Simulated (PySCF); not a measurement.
# Two runs on C₄H₁₃OPSi₂

System: C₄H₁₃OPSi₂, SMILES CC(=O)CP([SiH3])C[SiH3].
Method of run 1: GIAO PBE0/pcSseg-1 NMR shielding, non-relativistic, IEF-PCM benzene (PySCF 2.14.0).

The geometry comes from this level: PBE0-D3(BJ)/def2-SVP. Text and figures count atoms from 1; the logs count them from 0 in places.

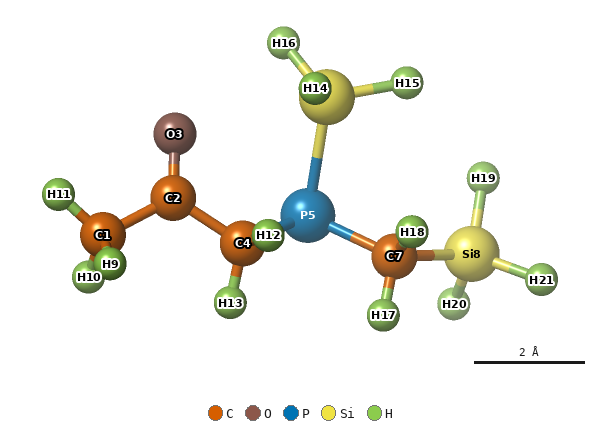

The structure as given in the input (ball-and-stick view, seen at a tilt; atoms are numbered from 1 in the order of the input).

Input, run 1:
```
{"job": {"kind": "nmr", "xc": "PBE0", "basis": "pcSseg-1", "solvent": "benzene", "pop": true}, "charge": 0, "multiplicity": 1}
C     -3.632393     0.513209    -0.118732
C     -2.238088     0.413370     0.432001
O     -1.973669     0.736099     1.569221
C     -1.163508    -0.121282    -0.485318
P      0.495357     0.682470    -0.142289
Si     0.759844    -0.001570     2.009687
C      1.613688    -0.565412    -0.967287
Si     3.394980     0.052582    -1.096097
H     -3.931046    -0.432218    -0.597601
H     -3.655850     1.289022    -0.901645
H     -4.335559     0.777751     0.680400
H     -1.106685    -1.213679    -0.320158
H     -1.433756     0.027670    -1.542982
H      0.010931    -1.272678     2.264635
H      2.221342    -0.316814     2.145396
H      0.425485     1.046147     3.010108
H      1.254786    -0.692699    -2.003659
H      1.580391    -1.560687    -0.490752
H      3.917824     0.489635     0.232435
H      3.452144     1.211015    -2.037714
H      4.271748    -1.040181    -1.620614
```

The first line tells a small driver script what to run in PySCF; the rest is the geometry in Å.

Launched with:
```bash
OMP_NUM_THREADS=1 python <driver script> task.json out
```

Hardware: 1 CPU thread, shared host.

Output (run 1):
```
coarse grid: 18368 points
cycle   1  E = -1154.9159518467  dE =  4.946e-01  |g| = 7.841e-01  |ddm| = 4.075e+00
cycle   2  E = -1154.5966678601  dE =  3.193e-01  |g| = 1.508e+00  |ddm| = 2.092e+00
cycle   3  E = -1155.0344267294  dE = -4.378e-01  |g| = 1.649e-01  |ddm| = 1.599e+00
cycle   4  E = -1155.0399824692  dE = -5.556e-03  |g| = 5.716e-02  |ddm| = 1.706e-01
cycle   5  E = -1155.0407669321  dE = -7.845e-04  |g| = 1.247e-02  |ddm| = 6.621e-02
cycle   6  E = -1155.0408064874  dE = -3.956e-05  |g| = 4.155e-03  |ddm| = 1.730e-02
cycle   7  E = -1155.0408104037  dE = -3.916e-06  |g| = 9.228e-04  |ddm| = 4.281e-03
final grid: 161656 points
cycle   8  E = -1155.0981229194  dE = -1.730e-05  |g| = 1.217e-02  |ddm| = 3.076e-02
cycle   9  E = -1155.0980530484  dE =  6.987e-05  |g| = 2.266e-02  |ddm| = 2.547e-02
cycle  10  E = -1155.0981521106  dE = -9.906e-05  |g| = 2.121e-03  |ddm| = 1.780e-02
cycle  11  E = -1155.0981530475  dE = -9.369e-07  |g| = 2.058e-04  |ddm| = 1.872e-03
cycle  12  E = -1155.0981530561  dE = -8.589e-09  |g| = 1.055e-04  |ddm| = 3.742e-04
cycle  13  E = -1155.0981530590  dE = -2.920e-09  |g| = 2.380e-05  |ddm| = 1.287e-04
cycle  14  E = -1155.0981530592  dE = -1.410e-10  |g| = 6.089e-06  |ddm| = 3.215e-05
converged SCF energy = -1155.0981530592

GIAO shielding tensors (ppm)
atom      isotropic    diamagn.    paramagn.     s11        s22        s33       span
  0 C      151.270     251.213     -99.943    129.595    133.481    190.734     61.139
  1 C      -30.306     251.948    -282.254   -108.957    -82.824    100.864    209.821
  2 O     -314.464     405.876    -720.340   -850.415   -412.872    319.896   1170.312
  3 C      137.569     261.261    -123.692    104.610    132.538    175.558     70.948
  4 P      453.542     970.309    -516.767    379.345    440.690    540.591    161.245
  5 Si     407.336     881.523    -474.187    362.294    397.607    462.107     99.813
  6 C      183.607     258.662     -75.056    176.479    181.110    193.231     16.751
  7 Si     420.599     878.887    -458.288    396.626    399.607    465.566     68.941
  8 H       28.788      28.187       0.602     25.455     28.633     32.278      6.823
  9 H       28.880      28.138       0.742     25.787     28.214     32.638      6.851
 10 H       29.204      26.526       2.678     25.461     27.312     34.838      9.378
 11 H       28.698      35.488      -6.790     25.468     28.188     32.439      6.971
 12 H       28.250      35.577      -7.327     23.849     27.043     33.856     10.007
 13 H       27.457      31.140      -3.683     24.790     25.765     31.817      7.027
 14 H       27.381      31.201      -3.820     23.142     27.104     31.896      8.754
 15 H       26.831      30.214      -3.384     23.361     24.422     32.708      9.347
 16 H       30.620      33.319      -2.698     24.246     29.708     37.907     13.660
 17 H       30.495      33.770      -3.276     25.133     29.505     36.845     11.712
 18 H       27.466      28.532      -1.066     23.160     27.315     31.924      8.764
 19 H       27.441      28.133      -0.692     23.890     25.590     32.842      8.952
 20 H       27.266      27.353      -0.087     23.701     24.707     33.389      9.688
```

For run 2 the input was changed thus:
```diff
-"solvent": "benzene"
-"pop": true
+"solvent": "methanol"
+"pop": false
```

How does run 2 compare with run 1?

The total energy of run 2 is 3.7 kcal/mol lower: the change of the electrostatic solvation energy at this fixed geometry, without cavity or dispersion terms. The LUMO goes from −0.76 to −0.68 eV. The dipole moment goes from 4.51 to 5.51 D. Of all shieldings, the largest change is that of O3, by +26.0 ppm. The number of SCF iterations is the same.

Output (run 2):
```
coarse grid: 18368 points
cycle   1  E = -1154.9280921835  dE =  4.828e-01  |g| = 7.717e-01  |ddm| = 4.074e+00
cycle   2  E = -1154.6611185526  dE =  2.670e-01  |g| = 1.415e+00  |ddm| = 1.841e+00
cycle   3  E = -1155.0412884098  dE = -3.802e-01  |g| = 1.519e-01  |ddm| = 1.370e+00
cycle   4  E = -1155.0459855109  dE = -4.697e-03  |g| = 5.150e-02  |ddm| = 1.510e-01
cycle   5  E = -1155.0466201053  dE = -6.346e-04  |g| = 1.068e-02  |ddm| = 5.516e-02
cycle   6  E = -1155.0466477120  dE = -2.761e-05  |g| = 3.673e-03  |ddm| = 1.304e-02
cycle   7  E = -1155.0466508015  dE = -3.090e-06  |g| = 7.368e-04  |ddm| = 3.677e-03
final grid: 161656 points
cycle   8  E = -1155.1039455381  dE = -1.905e-05  |g| = 1.170e-02  |ddm| = 3.033e-02
cycle   9  E = -1155.1038888765  dE =  5.666e-05  |g| = 2.089e-02  |ddm| = 2.328e-02
cycle  10  E = -1155.1039727150  dE = -8.384e-05  |g| = 1.972e-03  |ddm| = 1.563e-02
cycle  11  E = -1155.1039735121  dE = -7.971e-07  |g| = 1.871e-04  |ddm| = 1.650e-03
cycle  12  E = -1155.1039735185  dE = -6.363e-09  |g| = 1.018e-04  |ddm| = 2.951e-04
cycle  13  E = -1155.1039735211  dE = -2.645e-09  |g| = 2.095e-05  |ddm| = 1.115e-04
cycle  14  E = -1155.1039735212  dE = -1.048e-10  |g| = 5.525e-06  |ddm| = 2.734e-05
converged SCF energy = -1155.1039735212

GIAO shielding tensors (ppm)
atom      isotropic    diamagn.    paramagn.     s11        s22        s33       span
  0 C      150.857     250.723     -99.866    128.155    133.225    191.190     63.035
  1 C      -34.265     252.255    -286.520   -109.364    -94.515    101.084    210.448
  2 O     -288.453     406.898    -695.351   -797.869   -386.707    319.217   1117.086
  3 C      137.758     261.133    -123.375    104.390    132.631    176.254     71.864
  4 P      455.008     970.664    -515.655    379.679    444.052    541.294    161.614
  5 Si     408.270     881.657    -473.387    364.645    397.482    462.684     98.039
  6 C      184.383     258.561     -74.178    176.909    182.260    193.980     17.071
  7 Si     420.047     878.912    -458.865    395.469    398.686    465.986     70.517
  8 H       28.543      27.811       0.732     25.150     28.353     32.124      6.974
  9 H       28.703      27.830       0.872     25.559     28.014     32.535      6.976
 10 H       29.291      26.414       2.877     25.543     27.410     34.921      9.378
 11 H       28.454      35.201      -6.747     25.093     27.991     32.279      7.186
 12 H       27.953      35.299      -7.346     23.422     26.797     33.641     10.219
 13 H       27.400      31.195      -3.794     24.735     25.687     31.779      7.043
 14 H       27.416      31.309      -3.893     23.161     27.134     31.953      8.792
 15 H       26.999      30.503      -3.504     23.563     24.637     32.796      9.234
 16 H       30.368      33.025      -2.657     23.867     29.393     37.844     13.976
 17 H       30.298      33.538      -3.241     24.827     29.267     36.799     11.973
 18 H       27.548      28.694      -1.147     23.266     27.409     31.967      8.701
 19 H       27.506      28.247      -0.740     23.981     25.654     32.884      8.903
 20 H       27.265      27.395      -0.130     23.708     24.675     33.411      9.702
```

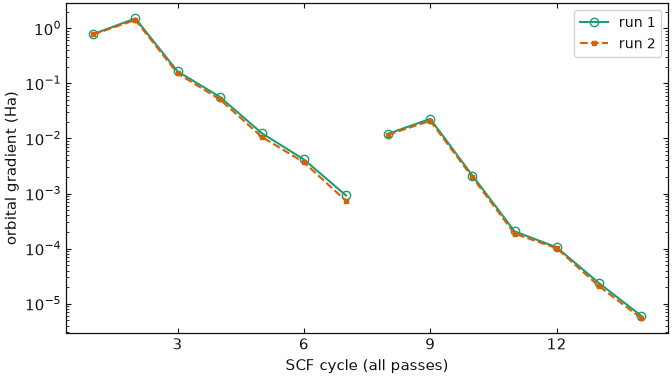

Convergence of the two runs: orbital gradient against the SCF cycle. A break in a curve parts two SCF passes (coarse and final grid). Run 1 takes 14 cycles in all, and run 2 takes 14.

The two runs side by side:

```tsv
quantity	run 1	run 2
outcome	converged	converged
total energy (hartree)	−1155.098153	−1155.103974
HOMO (eV)	−6.72	−6.76
LUMO (eV)	−0.76	−0.68
dipole moment (D)	4.51	5.51
shielding of C1 (ppm)	151.3	150.9
shielding of C2 (ppm)	−30.3	−34.3
shielding of O3 (ppm)	−314.5	−288.5
shielding of P5 (ppm)	453.5	455.0
shielding of Si6 (ppm)	407.3	408.3
shielding of C7 (ppm)	183.6	184.4
shielding of Si8 (ppm)	420.6	420.0
SCF iterations	14	14
basis functions	222	222
wall time (shared host)	26 s	24 s
```
